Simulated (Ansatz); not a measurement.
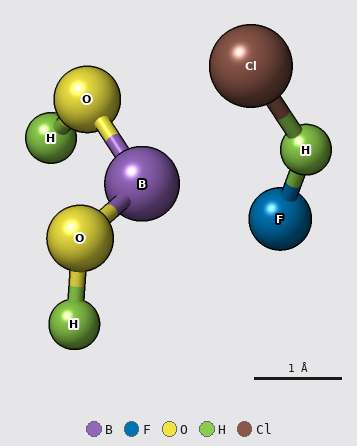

*The input geometry (ball-and-stick view, seen at a tilt).*

Bond lengths as drawn: B–O 1.41 Å, Cl–H 1.38 Å, F–H 1.07 Å and H–O 1.01 Å.

## Geometry relaxation, with input and output: BH₃ClO₂F (part 1 of 2)

System: BH₃ClO₂F.
Method: RKS r2SCAN-D4/def2-SVP (Ansatz 0.2.0).

The input holds or restrains some coordinates. Forces given for the steps count only the free coordinates. It belongs to a series of runs on one base structure; here: pulled along the bonds that form and break, towards end A.

Log:
```
The last accepted step is kept in [file] (removed where the run ends without a failure and the disk answers)
Engine: ansatz 0.2.0, x86_64-unknown-linux-gnu
Functional definition: r2SCAN
  parameter k0 = 0.174
  parameter k1 = 0.065
  parameter a1 = 4.9479
  exchange = r2scan_x(k0 = k0, k1 = k1, a1 = a1)
  correlation = r2scan_c
957 factors; their error is unknown
mean field evaluation 1: about -20038.8283 eV, gradient 6.6e1 eV
mean field evaluation 2: about -20018.9849 eV, gradient 1.2e2 eV
mean field evaluation 4: about -20046.2934 eV, gradient 6.6e0 eV
mean field evaluation 8: about -20046.3653 eV, gradient 2.7e-1 eV
mean field evaluation 16: about -20046.3259 eV, gradient 2.4e-4 eV
mean field -20046.32592712 eV, -736.6888899338 hartree, gradient 3.0e-5 eV, S^2 0.000000; 0 other end points of the search recorded, 0 dependent functions left out
the calculation of the forces begins
reference -20046.32593481 eV, -736.6888902165 hartree; 25, 25 occupied and 64, 64 virtual orbitals, 957 factors
relax step   1: F+E_penalty+E_count = -20046.36030762 eV  Δ(F+E_penalty+E_count) = +0.000e0 eV  max|allowed force component| = 6.073e0 eV/Å  E_restraint = 30.58465939 eV  max|allowed force component, restraints' pulls added| = 3.759e1 eV/Å  Δτ_max = 0.0000 Å  (28 SCF iters, accepted)
  distance B 0 - Cl 6 = 2.1600 Å
  distance H 7 - F 1 = 1.0682 Å
  distance B 0 - F 1 = 1.6700 Å
  distance H 7 - Cl 6 = 1.3797 Å
these checks for a lower state are left out or cut short: starts, cluster_reference, orbital_swaps, neighbouring_geometries, increment
957 factors; their error is unknown
mean field -20047.41322446 eV, -736.7288473742 hartree, gradient 1.1e-5 eV, S^2 0.000000; 0 other end points of the search recorded, 0 dependent functions left out
[... from here on the field's lines of each further geometry are left out, up to the last ...]
relax step   2: F+E_penalty+E_count = -20047.44736458 eV  Δ(F+E_penalty+E_count) = -1.087e0 eV  max|allowed force component| = 2.589e0 eV/Å  E_restraint = 15.19960586 eV  max|allowed force component, restraints' pulls added| = 2.473e1 eV/Å  Δτ_max = 0.1948 Å  (33 SCF iters, accepted)
relax step   3: F+E_penalty+E_count = -20048.14592038 eV  Δ(F+E_penalty+E_count) = -6.986e-1 eV  max|allowed force component| = 2.638e0 eV/Å  E_restraint = 4.87365979 eV  max|allowed force component, restraints' pulls added| = 1.368e1 eV/Å  Δτ_max = 0.1949 Å  (35 SCF iters, accepted)
relax step   4: F+E_penalty+E_count = -20048.55188279 eV  Δ(F+E_penalty+E_count) = -4.060e-1 eV  max|allowed force component| = 2.558e0 eV/Å  E_restraint = 0.41499631 eV  max|allowed force component, restraints' pulls added| = 4.117e0 eV/Å  Δτ_max = 0.1974 Å  (34 SCF iters, accepted)
relax step   5: F+E_penalty+E_count = -20048.80821167 eV  Δ(F+E_penalty+E_count) = -2.563e-1 eV  max|allowed force component| = 2.362e0 eV/Å  E_restraint = 0.02839025 eV  max|allowed force component, restraints' pulls added| = 2.290e0 eV/Å  Δτ_max = 0.1946 Å  (33 SCF iters, accepted)
relax step   6: F+E_penalty+E_count = -20048.95668738 eV  Δ(F+E_penalty+E_count) = -1.485e-1 eV  max|allowed force component| = 1.457e0 eV/Å  E_restraint = 0.03230663 eV  max|allowed force component, restraints' pulls added| = 1.047e0 eV/Å  Δτ_max = 0.2000 Å  (34 SCF iters, accepted)
relax step   7: F+E_penalty+E_count = -20049.00914671 eV  Δ(F+E_penalty+E_count) = -5.246e-2 eV  max|allowed force component| = 2.216e0 eV/Å  E_restraint = 0.02349302 eV  max|allowed force component, restraints' pulls added| = 2.216e0 eV/Å  Δτ_max = 0.1907 Å  (30 SCF iters, accepted)
relax step   8: F+E_penalty+E_count = -20049.21395232 eV  Δ(F+E_penalty+E_count) = -2.048e-1 eV  max|allowed force component| = 9.481e-1 eV/Å  E_restraint = 0.03136256 eV  max|allowed force component, restraints' pulls added| = 6.474e-1 eV/Å  Δτ_max = 0.1998 Å  (34 SCF iters, accepted)
relax step   9: F+E_penalty+E_count = -20049.32592595 eV  Δ(F+E_penalty+E_count) = -1.120e-1 eV  max|allowed force component| = 1.028e0 eV/Å  E_restraint = 0.03418807 eV  max|allowed force component, restraints' pulls added| = 7.247e-1 eV/Å  Δτ_max = 0.2000 Å  (32 SCF iters, accepted)
relax step  10: F+E_penalty+E_count = -20049.19662323 eV  Δ(F+E_penalty+E_count) = +1.293e-1 eV  max|allowed force component| = 2.539e0 eV/Å  E_restraint = 0.03402757 eV  max|allowed force component, restraints' pulls added| = 2.539e0 eV/Å  Δτ_max = 0.1940 Å  (35 SCF iters, rejected (line search))
relax step  11: F+E_penalty+E_count = -20049.36291660 eV  Δ(F+E_penalty+E_count) = -3.699e-2 eV  max|allowed force component| = 9.729e-1 eV/Å  E_restraint = 0.03155200 eV  max|allowed force component, restraints' pulls added| = 7.816e-1 eV/Å  Δτ_max = 0.0923 Å  (30 SCF iters, accepted)
relax step  12: F+E_penalty+E_count = -20049.38619563 eV  Δ(F+E_penalty+E_count) = -2.328e-2 eV  max|allowed force component| = 9.670e-1 eV/Å  E_restraint = 0.02874654 eV  max|allowed force component, restraints' pulls added| = 8.143e-1 eV/Å  Δτ_max = 0.0817 Å  (30 SCF iters, accepted)
relax step  13: F+E_penalty+E_count = -20049.39896839 eV  Δ(F+E_penalty+E_count) = -1.277e-2 eV  max|allowed force component| = 9.461e-1 eV/Å  E_restraint = 0.02996352 eV  max|allowed force component, restraints' pulls added| = 3.493e-1 eV/Å  Δτ_max = 0.1355 Å  (27 SCF iters, accepted)
the calculation of the forces begins
reference -20049.38591187 eV, -736.8013422994 hartree; 25, 25 occupied and 64, 64 virtual orbitals, 957 factors
relax step  14: F+E_penalty+E_count = -20049.41991549 eV  Δ(F+E_penalty+E_count) = -2.095e-2 eV  max|allowed force component| = 8.910e-1 eV/Å  E_restraint = 0.03285515 eV  max|allowed force component, restraints' pulls added| = 9.875e-2 eV/Å  Δτ_max = 0.0975 Å  (29 SCF iters, accepted)
  distance B 0 - Cl 6 = 3.0668 Å
  distance H 7 - F 1 = 2.1206 Å
  distance B 0 - F 1 = 1.3447 Å
  distance H 7 - Cl 6 = 1.3308 Å
957 factors; their error is unknown
mean field evaluation 128: about -20049.3859 eV, gradient 5.8e-2 eV
```

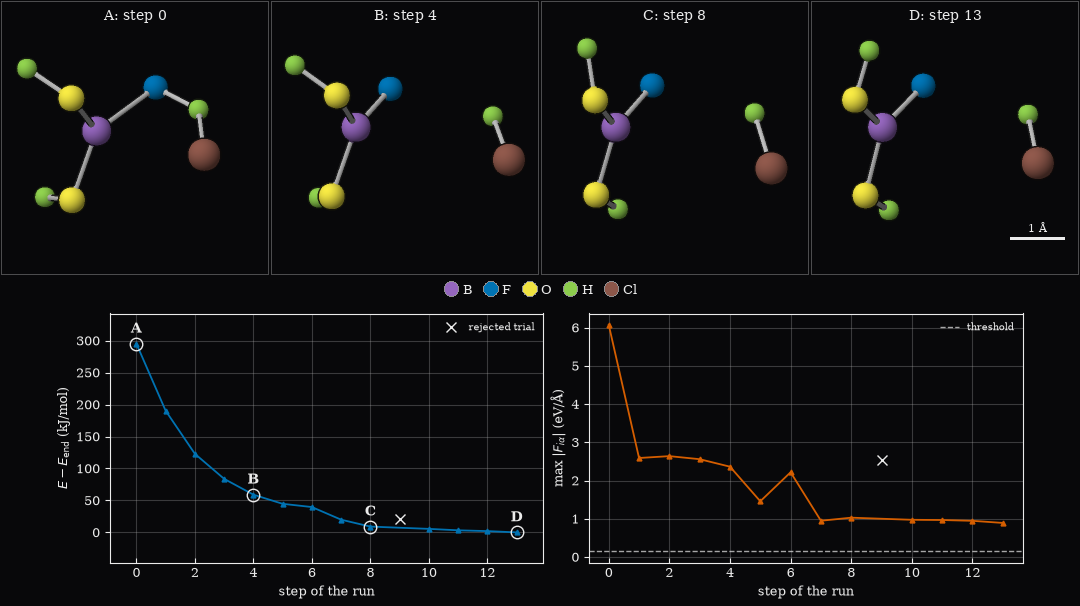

*Frames of the restrained relaxation (ball-and-stick view, seen at a tilt) above the curves, on which the letters mark them (the first geometry is step 0 here and step 1 in the log).*

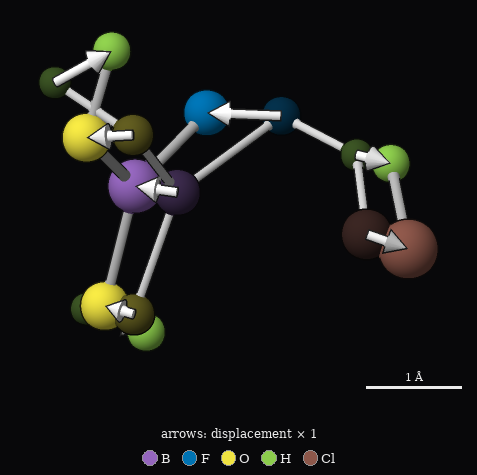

*Start (faint) and end (solid) with the displacements as white arrows, at true length (ball-and-stick view, seen at a tilt). The two geometries are laid on each other by the best rigid fit.*

After 13 geometry steps the energy has fallen by 295.2 kJ/mol. Largest force component: 6.1 eV/Å at the start, 0.89 eV/Å at the end. The line search rejected the trial step at point 9 (counted from 0) and went back. F2 moves most after the best rigid fit: 0.79 Å. Largest moves by element: F 0.79 Å, H 0.72 Å, O 0.51 Å, Cl 0.46 Å, B 0.46 Å. Among the contacts that change: F2–H8 1.068 → 2.121 Å, B1–F2 1.670 → 1.345 Å, B1–O3 1.410 → 1.352 Å, Cl7–H8 1.380 → 1.331 Å. Bonds break: F2–H8 (1.07 → 2.12 Å). Among the angles that change: B1–O5–H6 109.5° → 113.1°, B1–O3–H4 109.5° → 113.0°. (Atoms are counted from 1 in the order of the input.)

```
mean field -20049.38590385 eV, -736.8013420046 hartree, gradient 7.9e-6 eV, S^2 0.000000; 1 other end points of the search recorded, 0 dependent functions left out
the calculation of the forces begins
reference -20049.38591187 eV, -736.8013422994 hartree; 25, 25 occupied and 64, 64 virtual orbitals, 957 factors
Total energy: -20049.41992351 eV, -736.8025922040 hartree
Atom 0 at    -0.023018    -0.419203    -0.198028 Å, force    -0.017773    -0.068141    -0.707450 eV/Å
Atom 1 at     0.065517    -0.579086     1.134166 Å, force     0.037470    -0.098314     0.670946 eV/Å
Atom 2 at     1.096180    -0.439561    -0.957072 Å, force    -0.003995    -0.003810    -0.015380 eV/Å
Atom 3 at     1.901436    -0.541661    -0.437674 Å, force    -0.022094     0.009264     0.013800 eV/Å
Atom 4 at    -1.231110    -0.315566    -0.793908 Å, force    -0.013004     0.002860    -0.022929 eV/Å
Atom 5 at    -1.960418    -0.283251    -0.165204 Å, force     0.013099    -0.003449     0.010942 eV/Å
Atom 6 at     0.003629     2.447912     0.890320 Å, force     0.075856    -0.729361     0.835546 eV/Å
Atom 7 at     0.085085     1.446116     1.762601 Å, force    -0.069560     0.890950    -0.785476 eV/Å
Dipole moment:     0.037783    -0.181865     0.491870 e Å
```

Trajectory as extended XYZ (Å, eV, eV/Å), 14 frames, from step=1 to step=14:
```
8
Properties=species:S:1:pos:R:3:forces:R:3 step=1 energy=-20046.36031
B     0.0000    0.0000    0.0000    0.2343   3.6895  -1.7645
F     0.0000    0.0000    1.6700   -0.3124  -6.0727  -0.1620
O     1.2211    0.0000   -0.7050   -0.5378  -3.1487   1.5409
H     1.5209   -0.9519   -0.8599   -0.4159   1.7046   0.0274
O    -1.2211    0.0000   -0.7050    0.2582  -3.1019   2.1403
H    -1.7308   -0.8467   -0.4965    0.6000   1.6288  -0.4522
Cl    0.0968    2.0475    0.6811    0.1040   4.1334  -2.2491
H     0.0504    1.0668    1.6505    0.0697   1.1672   0.9194
8
Properties=species:S:1:pos:R:3:forces:R:3 step=2 energy=-20047.44736
B    -0.0030   -0.1151    0.0044    0.1735   2.5693  -0.2090
F    -0.0077   -0.1604    1.5942   -0.1161  -2.1021  -2.5893
O     1.2135   -0.0260   -0.6868   -1.0287  -2.0135   1.4921
H     1.5235   -0.9463   -0.8642   -0.0048   0.8702  -0.0411
O    -1.2159   -0.0252   -0.6867    0.9729  -2.1168   1.6040
H    -1.7346   -0.8419   -0.5002   -0.0530   0.8701  -0.0919
Cl    0.1049    2.2368    0.7264   -0.0196   0.6708   0.5561
H     0.0566    1.1937    1.6481    0.0758   1.2519  -0.7209
8
Properties=species:S:1:pos:R:3:forces:R:3 step=3 energy=-20048.14592
B    -0.0064   -0.2327    0.0185    0.2145   2.4616   0.2909
F    -0.0153   -0.3197    1.4822   -0.0462  -1.0586  -2.6379
O     1.1981   -0.0441   -0.6682   -1.0239  -1.5284   1.2565
H     1.5268   -0.9399   -0.8648    0.3374   0.3713  -0.1561
O    -1.2012   -0.0454   -0.6700    1.0319  -1.6743   1.0295
H    -1.7399   -0.8350   -0.4990   -0.5455   0.4039   0.0718
Cl    0.1106    2.3741    0.7730   -0.0449  -0.2523   1.0519
H     0.0647    1.3585    1.6636    0.0768   1.2768  -0.9066
8
Properties=species:S:1:pos:R:3:forces:R:3 step=4 energy=-20048.55188
B    -0.0087   -0.3152    0.0213    0.2450   2.5582  -1.6304
F    -0.0223   -0.4651    1.3489   -0.0471  -0.9037   0.4114
O     1.1852   -0.0718   -0.6493   -0.6238  -1.0349   0.7777
H     1.5390   -0.9433   -0.8664    0.5145   0.0546  -0.2287
O    -1.1840   -0.0821   -0.6655    0.6345  -1.2918   0.3603
H    -1.7602   -0.8333   -0.4869   -0.7358   0.2025   0.1670
Cl    0.1152    2.5056    0.8233   -0.0464  -0.4734   0.8328
H     0.0730    1.5209    1.7097    0.0591   0.8885  -0.6902
8
Properties=species:S:1:pos:R:3:forces:R:3 step=5 energy=-20048.80821
B    -0.0031   -0.2244   -0.0393    0.0272  -0.1046  -2.3621
F    -0.0448   -0.4969    1.2604   -0.1206  -0.1456   0.8652
O     1.2187   -0.1261   -0.6912   -0.7083  -0.0161   0.6084
H     1.5686   -1.0151   -0.8452    0.1168   0.2188  -0.0062
O    -1.1792   -0.1941   -0.7785    0.1295  -1.2801   1.1845
H    -1.8120   -0.8532   -0.3823    0.5487   1.2830  -0.3569
Cl    0.1062    2.6476    0.9561   -0.0442  -1.0337   0.7917
H     0.0828    1.5779    1.7552    0.0509   1.0783  -0.7246
```
